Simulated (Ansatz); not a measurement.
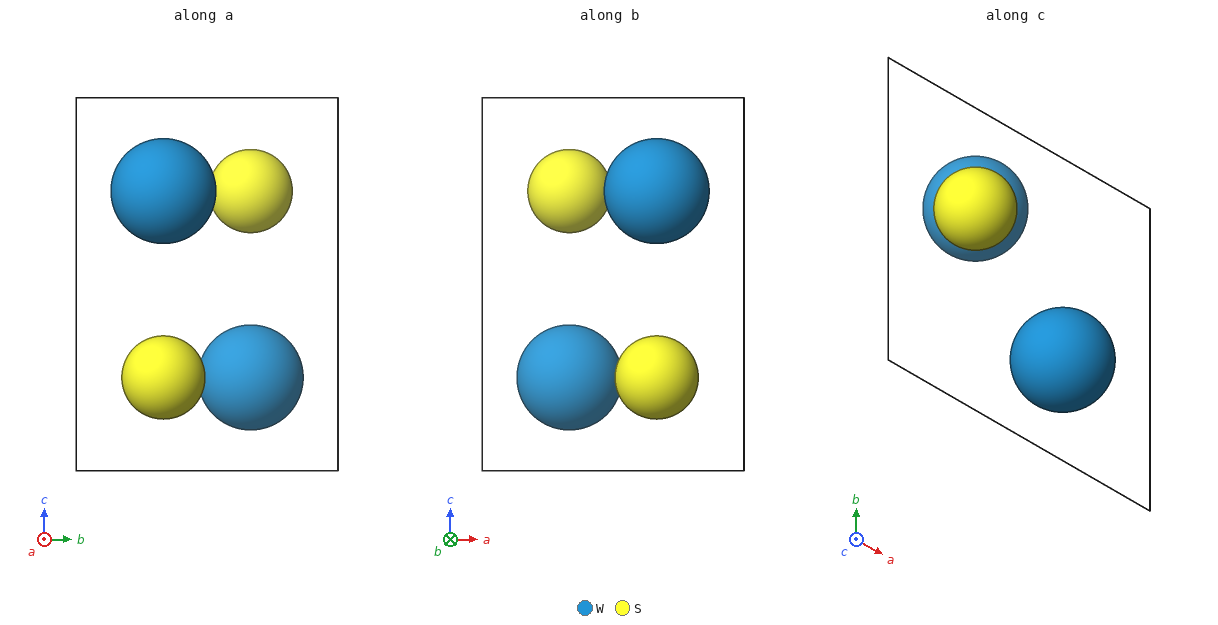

Crystal structure, spheres-only style, seen along the a axis, along the b axis and along the c axis. Thin lines show the conventional unit cell, with boundary atoms drawn in all their periodic places.

Lattice parameters: a = 4.042 Å, b = 4.042 Å, c = 4.984 Å, α = 90.00°, β = 90.00°, γ = 120.00°. Put a along x and b in the xy plane.

Q: Set out the cell and atoms as a POSCAR file.

A:
```
W S
1.0
     4.042    0.000    0.000
    -2.021    3.500    0.000
     0.000    0.000    4.984
W S
2 2
Direct
  0.3333 0.6667 0.2500
  0.6667 0.3333 0.7500
  0.3333 0.6667 0.7500
  0.6667 0.3333 0.2500
```

The initial geometry was a structure type filled with these elements by a generator (whether the compound takes this form wasn't checked). It is drawn as it came out of a relaxation with DFT PBE, scalar-relativistic, plane waves, PAW (Ansatz).
